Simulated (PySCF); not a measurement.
**SnH4S (SMILES [SH][SnH3]) at 3 levels**

Wanted: a comparison of 3 runs (HF/def2-SVP, B3LYP/def2-TZVP, PBE0/def2-TZVP) of SnH4S. Input form: a Python script.

The calculation is run with PySCF 2.14.0.

## 1. The system as given

SnH4S: 6 atoms, total charge 0, spin state singlet. SMILES: `[SH][SnH3]`. Geometry: relaxed at PBE0-D4/def2-TZVP.

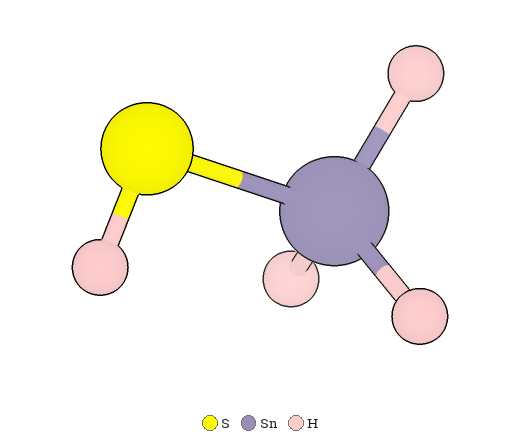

Viewed from a chosen angle; sulfur yellow, tin purple, hydrogen pink.

## 2. Energy and forces at HF/def2-SVP (core potential) (run 1)

The input, mol.xyz:

```xyz
6

S      1.034300    -0.905300     1.261700
Sn    -0.312000     0.456200    -0.194400
H      1.136600    -1.912100     0.378500
H     -1.750600    -0.375100    -0.579500
H      0.563300     0.806700    -1.615700
H     -0.629400     1.865600     0.703100
```

The input, calc.py:

```python
import pyscf.grad
from pyscf import gto, scf

mol = gto.M(
    atom='mol.xyz',
    basis='def2-svp',
    ecp={'Sn': 'def2-svp'},
    max_memory=1860,
    verbose=3,
)

mf = scf.RHF(mol)
mf.conv_tol = 1e-10
mf.kernel()
if not mf.converged:
    mf = mf.newton().run(mf.mo_coeff, mf.mo_occ)

etot = mf.e_tot
print('E(%s) = %.9f' % ('HF', etot))
grad = mf.Gradients().kernel()
mf.analyze()
```

On the command line:

```sh
$ OMP_NUM_THREADS=1 python calc.py
```

The program printed:

```text
converged SCF energy = -613.077220155078
E(HF) = -613.077220155
--------------- RHF gradients ---------------
         x                y                z
0 S    -0.0039172316     0.0076843096    -0.0001891854
1 Sn     0.0039028757    -0.0049178547     0.0032031778
2 H    -0.0010318028    -0.0015225365    -0.0039002505
3 H     0.0004692524     0.0000415300     0.0002576444
4 H    -0.0000291019    -0.0002157833     0.0004898951
5 H     0.0006060083    -0.0010696650     0.0001387186
----------------------------------------------
**** MO energy ****
MO #1   energy= -91.9103843839201  occ= 2
MO #2   energy= -8.94556333937347  occ= 2
MO #3   energy= -6.6331391600534   occ= 2
MO #4   energy= -6.63225323098228  occ= 2
MO #5   energy= -6.63004589661215  occ= 2
MO #6   energy= -5.88350357904736  occ= 2
MO #7   energy= -4.0745682263981   occ= 2
MO #8   energy= -4.0718145326039   occ= 2
MO #9   energy= -4.07140104893551  occ= 2
MO #10  energy= -1.34395732968704  occ= 2
MO #11  energy= -1.34114392863077  occ= 2
MO #12  energy= -1.34095999959347  occ= 2
MO #13  energy= -1.33506242214478  occ= 2
MO #14  energy= -1.33475982116208  occ= 2
MO #15  energy= -0.944680397049872 occ= 2
MO #16  energy= -0.673429882374222 occ= 2
MO #17  energy= -0.535076435454037 occ= 2
MO #18  energy= -0.466047550788378 occ= 2
MO #19  energy= -0.456354489176317 occ= 2
MO #20  energy= -0.41698508079942  occ= 2
MO #21  energy= -0.36714963713304  occ= 2
MO #22  energy= 0.100584305850602  occ= 0
MO #23  energy= 0.144598132674218  occ= 0
MO #24  energy= 0.154620148517133  occ= 0
MO #25  energy= 0.159795503406972  occ= 0
MO #26  energy= 0.180395496993136  occ= 0
MO #27  energy= 0.304882164735462  occ= 0
MO #28  energy= 0.339631764272211  occ= 0
MO #29  energy= 0.340119313779103  occ= 0
MO #30  energy= 0.370948001751655  occ= 0
MO #31  energy= 0.444130723131693  occ= 0
MO #32  energy= 0.466394712293184  occ= 0
MO #33  energy= 0.548468150703444  occ= 0
MO #34  energy= 0.580967270020941  occ= 0
MO #35  energy= 0.588845970660831  occ= 0
MO #36  energy= 0.65735612711715   occ= 0
MO #37  energy= 0.676768548485847  occ= 0
MO #38  energy= 0.831853282825309  occ= 0
MO #39  energy= 0.861849406746604  occ= 0
MO #40  energy= 0.911973881901882  occ= 0
MO #41  energy= 0.932758853271448  occ= 0
MO #42  energy= 0.991547717387218  occ= 0
MO #43  energy= 0.999969694991107  occ= 0
MO #44  energy= 1.02360865676163   occ= 0
MO #45  energy= 1.05631477741612   occ= 0
MO #46  energy= 1.05654503786692   occ= 0
MO #47  energy= 1.31023114850288   occ= 0
MO #48  energy= 1.34729532987126   occ= 0
MO #49  energy= 1.61617577837255   occ= 0
MO #50  energy= 1.73244701480393   occ= 0
MO #51  energy= 1.73658866668015   occ= 0
MO #52  energy= 1.80297405343461   occ= 0
MO #53  energy= 1.83534809522728   occ= 0
MO #54  energy= 1.85456658280942   occ= 0
MO #55  energy= 1.9064317276117    occ= 0
MO #56  energy= 1.92357560984134   occ= 0
MO #57  energy= 2.03443073821334   occ= 0
MO #58  energy= 2.19167118405621   occ= 0
MO #59  energy= 2.19899689597524   occ= 0
MO #60  energy= 2.5092222299234    occ= 0
MO #61  energy= 15.3531872372452   occ= 0
MO #62  energy= 15.3833730077237   occ= 0
MO #63  energy= 15.5177038032226   occ= 0
MO #64  energy= 52.3498982749324   occ= 0
 ** Mulliken atomic charges  **
charge of    0S =     -0.75815
charge of    1Sn =      2.52180
charge of    2H =      0.06786
charge of    3H =     -0.60138
charge of    4H =     -0.61568
charge of    5H =     -0.61443
Dipole moment(X, Y, Z, Debye): -0.83545,  0.22993, -1.57896
```

It took 3.9 s on 1 thread of Intel Xeon at 2.70GHz, shared host; peak memory 0.14 GiB.

## 3. Energy and forces at B3LYP/def2-TZVP (core potential) (run 2)

The input, calc.py:

```python
import pyscf.grad
from pyscf import gto, dft

mol = gto.Mole()
mol.atom = [
    ('S', (1.034300, -0.905300, 1.261700)),
    ('Sn', (-0.312000, 0.456200, -0.194400)),
    ('H', (1.136600, -1.912100, 0.378500)),
    ('H', (-1.750600, -0.375100, -0.579500)),
    ('H', (0.563300, 0.806700, -1.615700)),
    ('H', (-0.629400, 1.865600, 0.703100)),
]
mol.charge = 0
mol.ecp = {'Sn': 'def2-svp'}
mol.verbose = 3
mol.basis = 'def2-tzvp'
mol.max_memory = 1860
mol.build()

myscf = dft.RKS(mol, xc='b3lyp')
myscf.grids.level = 5
myscf.conv_tol = 1e-10
myscf.kernel()
if not myscf.converged:
    myscf = myscf.newton().run(myscf.mo_coeff, myscf.mo_occ)

etot = myscf.e_tot
print(f'total energy: {etot:.8f} hartree')
grad = myscf.Gradients().kernel()
myscf.analyze()
```

On the command line:

```sh
$ OMP_NUM_THREADS=1 python calc.py
```

The program printed:

```text
converged SCF energy = -615.005617297019
[... 11 lines left out ...]
MO #1   energy= -88.8499873899787  occ= 2
[... 9 lines left out ...]
MO #11  energy= -1.0384734881924   occ= 2
[... 9 lines left out ...]
MO #21  energy= -0.257768234129393 occ= 2
[... 9 lines left out ...]
MO #31  energy= 0.162164412445853  occ= 0
[... 9 lines left out ...]
MO #41  energy= 0.400017079826295  occ= 0
[... 9 lines left out ...]
MO #51  energy= 0.715311618109518  occ= 0
[... 9 lines left out ...]
MO #61  energy= 1.14545377715688   occ= 0
[... 9 lines left out ...]
MO #71  energy= 1.6284557768009    occ= 0
[... 9 lines left out ...]
MO #81  energy= 1.82882939337931   occ= 0
[... 9 lines left out ...]
MO #91  energy= 2.38751918374449   occ= 0
[... 9 lines left out ...]
MO #101 energy= 2.8951008150765    occ= 0
[... 9 lines left out ...]
MO #111 energy= 112.858086128762   occ= 0
[... 1 line left out ...]
WARN: Weak orthogonality for localized orbitals 1.148299584233571e-09

 ** Mulliken atomic charges  **
charge of    0S =     -0.80876
charge of    1Sn =      2.46649
charge of    2H =      0.09439
charge of    3H =     -0.56247
charge of    4H =     -0.59577
charge of    5H =     -0.59387
Dipole moment(X, Y, Z, Debye): -0.69554,  0.22159, -1.28156
```

Run time: 34 s. Hardware: 1 thread of Intel Xeon at 2.70GHz, shared host; peak memory 1.1 GiB.

## 4. Energy and gradient at PBE0/def2-TZVP (core potential) (run 3)

The input, geometry.xyz:

```xyz
6
H4SSn
S      1.034300    -0.905300     1.261700
Sn    -0.312000     0.456200    -0.194400
H      1.136600    -1.912100     0.378500
H     -1.750600    -0.375100    -0.579500
H      0.563300     0.806700    -1.615700
H     -0.629400     1.865600     0.703100
```

The input, calc.py:

```python
# [SH][SnH3]
from pyscf import gto, dft

mol = gto.Mole()
mol.atom = 'geometry.xyz'
mol.max_memory = 1860
mol.ecp = {'Sn': 'def2-svp'}
mol.charge = 0
mol.spin = 0
mol.basis = 'def2-tzvp'
mol.verbose = 3
mol.build()

mf = dft.RKS(mol, xc='pbe0')
mf.conv_tol = 1e-10
mf.grids.level = 5
mf.kernel()
if not mf.converged:
    mf = mf.newton().run(mf.mo_coeff, mf.mo_occ)

e_final = mf.e_tot
print('Final energy', e_final)
grad = mf.nuc_grad_method().kernel()
dip = mf.dip_moment()
pop, q = mf.mulliken_pop()
```

On the command line:

```sh
$ OMP_NUM_THREADS=1 python calc.py
```

The program printed:

```text
converged SCF energy = -614.771358446018
Final energy -614.7713584460176
[... 9 lines left out ...]
Dipole moment(X, Y, Z, Debye): -0.72288,  0.22833, -1.33406
[... 79 lines left out ...]
pop of  1 Sn 4f+2         0.00613
pop of  1 Sn 4f+3         0.00221
pop of  1 Sn 5f-3         0.00059
pop of  1 Sn 5f-2         0.00026
pop of  1 Sn 5f-1         0.00025
pop of  1 Sn 5f+0         0.00034
pop of  1 Sn 5f+1         0.00052
pop of  1 Sn 5f+2         0.00045
pop of  1 Sn 5f+3         0.00017
pop of  2 H 1s            0.23593
pop of  2 H 2s            0.46801
pop of  2 H 3s            0.10280
pop of  2 H 2px           0.00658
pop of  2 H 2py           0.00969
pop of  2 H 2pz           0.00867
pop of  3 H 1s            0.22215
pop of  3 H 2s            0.55533
pop of  3 H 3s            0.26038
pop of  3 H 2px           0.00503
pop of  3 H 2py           0.00220
pop of  3 H 2pz           0.00113
pop of  4 H 1s            0.22216
pop of  4 H 2s            0.55534
pop of  4 H 3s            0.26043
pop of  4 H 2px           0.00238
pop of  4 H 2py           0.00109
pop of  4 H 2pz           0.00488
pop of  5 H 1s            0.22208
pop of  5 H 2s            0.55612
pop of  5 H 3s            0.25409
pop of  5 H 2px           0.00105
pop of  5 H 2py           0.00490
pop of  5 H 2pz           0.00249
 ** Mulliken atomic charges  **
charge of    0S =     -0.44462
charge of    1Sn =      0.40953
charge of    2H =      0.16832
charge of    3H =     -0.04622
charge of    4H =     -0.04629
charge of    5H =     -0.04073
```

Wall time 34 s (1 thread of Intel Xeon at 2.70GHz, shared host); peak memory 1.1 GiB.

## 5. All runs side by side

```
run                             level  integration grid  energy (Eh)  dipole moment (D)  HOMO energy (eV)  LUMO energy (eV)  wall time
  1      HF/def2-SVP (core potential)                 –  -613.077220               1.80             -9.99              2.74      3.9 s
  2  B3LYP/def2-TZVP (core potential)                 5  -615.005617               1.47             -7.01             -0.86       34 s
  3   PBE0/def2-TZVP (core potential)                 5  -614.771358               1.53             -7.26             -0.59       34 s
```

## 6. What came out

```
                       quantity          value
            run 3: total energy  -614.77136 Eh
           run 3: dipole moment         1.53 D
             run 3: HOMO energy       -7.26 eV
             run 3: LUMO energy       -0.59 eV
           run 3: HOMO–LUMO gap        6.67 eV
run 3: largest force on an atom     0.009 eV/Å
```

What this shows: The dipole moment (its size) runs from 1.47 D (B3LYP/def2-TZVP) to 1.80 D (HF/def2-SVP). The two ends differ in method and basis. The HOMO–LUMO gap runs from 6.16 eV (B3LYP/def2-TZVP) to 12.73 eV (HF/def2-SVP). Totals of different functionals can't be ranked against each other. All runs together took 72 s, the longest 34 s.
